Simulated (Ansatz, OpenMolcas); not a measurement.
**How methods differ on GeH2O2 (SMILES [OH][Ge][OH])**

The species is GeH2O2 (5 atoms), meant as a singlet with charge 0. As SMILES, `[OH][Ge][OH]`. Geometry: relaxed at PBE0-D4/def2-TZVP. This is one conformer, not always the lowest.

```xyz
5

O    -1.3410   -0.0995   -0.3774
Ge   -0.3164   -0.8958    0.8553
O     1.2819   -0.1423    0.5702
H    -0.9409    0.5508   -0.9615
H     1.3664    0.5132   -0.1279
```

Quantity: the energy change with the O3–H5 bond stretched from 0.961 to 1.105 Å, in eV. The values are calculated.

```tsv
level	kind	program	value (eV)	CPU time (all runs)
HF/def2-SVPD (restricted)	Hartree–Fock	Ansatz	0.54	3.9 s
SVWN5/def2-SVPD (restricted)	LDA	Ansatz	0.29	4.6 s
PBE/def2-SVPD (restricted)	GGA	Ansatz	0.30	6.2 s
TPSS/def2-SVPD (restricted)	meta-GGA	OpenMolcas	0.30	80 s
PBE0/def2-SVPD (restricted)	global hybrid	Ansatz	0.39	7.7 s
r2SCAN0/def2-SVPD (restricted)	hybrid meta-GGA	Ansatz	0.42	14 s
BCCD(T)/def2-SVPD (restricted)	coupled cluster or CI	Ansatz	0.36	44 s
CCSD/def2-SVPD (restricted)	coupled cluster or CI	Ansatz	0.38	28 s
```

All-electron rows without a relativistic Hamiltonian named are non-relativistic. The first shape isn't each level's own minimum. The values span 0.29 to 0.54 eV. In the correlated wave-function rows the outer d shell of Ge is correlated, in sets not made for it. Times are those of the runs behind each value, whatever else they computed, on shared processors of several kinds: orders of magnitude only.

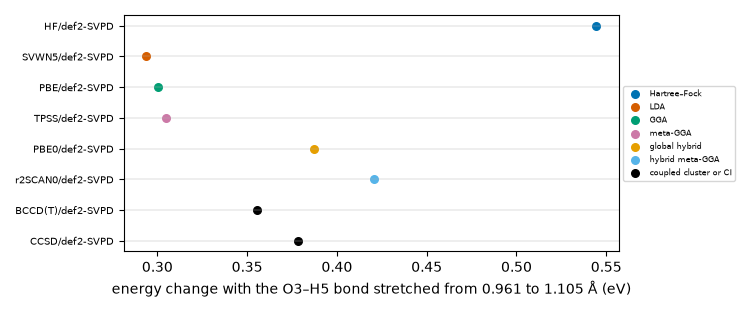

The values of the table, level by level.
